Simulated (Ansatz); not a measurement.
# RPA@PBE/def2-TZVPPD run of [HO2]− (hydroperoxide(1-))

Aim: the energy change on altering one bond length of [HO2]− (hydroperoxide(1-)) at RPA@PBE/def2-TZVPPD, from 2 runs. 

The calculation is run with Ansatz 0.2.0.

2 further runs of the same task are left out: 2 set aside as unsound or not needed.

## (1) The molecule

The species is [HO2]− (3 atoms), meant as a singlet with charge -1. SMILES: `[O-]O`. The coordinates come from a PBE0-D4/def2-TZVPD relaxation.

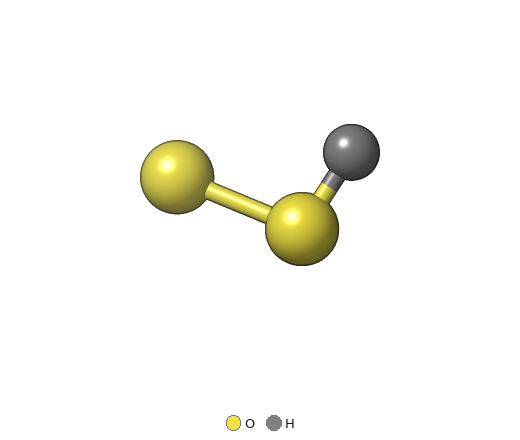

The structure, seen from a chosen angle (oxygen yellow, hydrogen grey).

## (2) A single-point energy at RPA@PBE/def2-TZVPPD

Input file in.yaml:

```yaml
crystal:
  periodic: [false, false, false]
  atoms:
    - symbol: O
      position_ang: [-0.357760, 1.025590, -0.080830]
    - symbol: O
      position_ang: [-0.242260, -0.445880, -0.180750]
    - symbol: H
      position_ang: [0.600030, -0.579720, 0.261570]
basis:
  gaussian:
    orbitals: def2-TZVPPD.json
total_charge: -1
hamiltonian:
  xc: pbe
correlation:
  method: rpa
  frozen_orbitals: {H: 0, O: 1}
accuracy: high
```

The basis set def2-TZVPPD is read from a file made from the Basis Set Exchange's data (not shown).

Command:

```
$ ansatz run in.yaml --threads 1 --pin off --max-ram 3480MiB --events-out events.jsonl --progress --plain --runs-dir runs
```

What it wrote:

```text
Warning: RAYON_NUM_THREADS=1 ignored (pool sized by the plan → 1); use --threads N
Functional definition: PBE
  name "PBE"
  parameter kappa = 0.804
  parameter beta = 0.06672455060314922
  exchange = pbe_x(kappa = kappa, mu = beta*pi^2/3)
  correlation = pbe_c(beta = beta)
1485 factors; integrals over basis functions are off by at most 3.9e-9 eV
mean field evaluation 1: about -4103.3732 eV, gradient 3.2e1 eV
mean field evaluation 2: about -4103.3704 eV, gradient 3.2e1 eV
mean field evaluation 4: about -4105.0508 eV, gradient 1.0e1 eV
mean field evaluation 8: about -4105.2168 eV, gradient 2.1e-1 eV
mean field evaluation 16: about -4105.2169 eV, gradient 2.4e-6 eV
mean field evaluation 32: about -4097.9991 eV, gradient 1.0e-7 eV
mean field -4105.21686815 eV, -150.8639372886 hartree, gradient 1.3e-8 eV, S^2 0.000000; 3 other end points of the search recorded, 0 dependent functions left out
2 core orbitals not correlated: weight in the atoms' cores, before any rotation towards them, 1.000 or more for the frozen orbitals, at most 0.000 for the correlated occupied ones
reference -4087.01246910 eV, -150.1949379630 hartree; 7, 7 occupied and 88, 88 virtual orbitals, 1485 factors
Total energy: -4108.03031973 eV, -150.9673297270 hartree
```

Run time: 6.6 s. Hardware: 1 thread of Arm Neoverse V2, shared host; peak memory 0.29 GiB.

## (3) The distorted shape

Input file run.yaml:

```yaml
crystal:
  periodic: [false, false, false]
  atoms:
    - symbol: O
      position_ang: [-0.392411, 1.467044, -0.050853]
    - symbol: O
      position_ang: [-0.242260, -0.445880, -0.180750]
    - symbol: H
      position_ang: [0.600030, -0.579720, 0.261570]
basis:
  gaussian: {orbitals: def2-TZVPPD.json}
total_charge: -1
hamiltonian: {xc: {name: PBE}}
correlation: {method: rpa, frozen_orbitals: {H: 0, O: 1}}
accuracy: high
```

The basis set def2-TZVPPD is read from a file made from the Basis Set Exchange's data (not shown).

Command:

```
$ ansatz run run.yaml --threads 1 --pin off --max-ram 3480MiB --events-out events.jsonl --progress --plain --runs-dir runs
```

What it wrote, shortened:

```text
Warning: RAYON_NUM_THREADS=1 ignored (pool sized by the plan → 1); use --threads N
Functional definition: PBE
  name "PBE"
[...]
1442 factors; integrals over basis functions are off by at most 3.9e-9 eV
[...]
mean field -4104.39866134 eV, -150.8338687428 hartree, gradient 7.3e-9 eV, S^2 0.000000; 4 other end points of the search recorded, 0 dependent functions left out; unrestricted orbitals would lower it
unrestricted determinant -4087.56886874 eV, -150.2153852726 hartree, S^2 0.7881
2 core orbitals not correlated: weight in the atoms' cores, before any rotation towards them, 1.000 or more for the frozen orbitals, at most 0.000 for the correlated occupied ones
reference -4085.43933239 eV, -150.1371262553 hartree; 7, 7 occupied and 88, 88 virtual orbitals, 1442 factors
Total energy: -4107.59555533 eV, -150.9513524301 hartree
```

Wall time 7.5 s (1 thread of Arm Neoverse V2, shared host); peak memory 0.28 GiB.

## (4) Summary of results

Level: RPA@PBE/def2-TZVPPD, 2 core orbitals frozen.

| quantity | value |
| --- | --- |
| first shape: total energy | -150.96733 Eh |
| first shape: RPA correlation energy (valence) | -772.4 mEh |
| distorted shape: total energy | -150.95135 Eh |
| distorted shape: RPA correlation energy (valence) | -814.2 mEh |
| energy change with the O1–O2 bond stretched from 1.479 to 1.923 Å | 0.435 eV |

In words: With the O1–O2 bond stretched from 1.479 to 1.923 Å the energy rises by 0.43 eV (41.9 kJ/mol). The first shape isn't relaxed at this level, so the change isn't measured from a minimum. The restricted solution (distorted shape) is unstable to spin breaking: an unrestricted one lies lower.
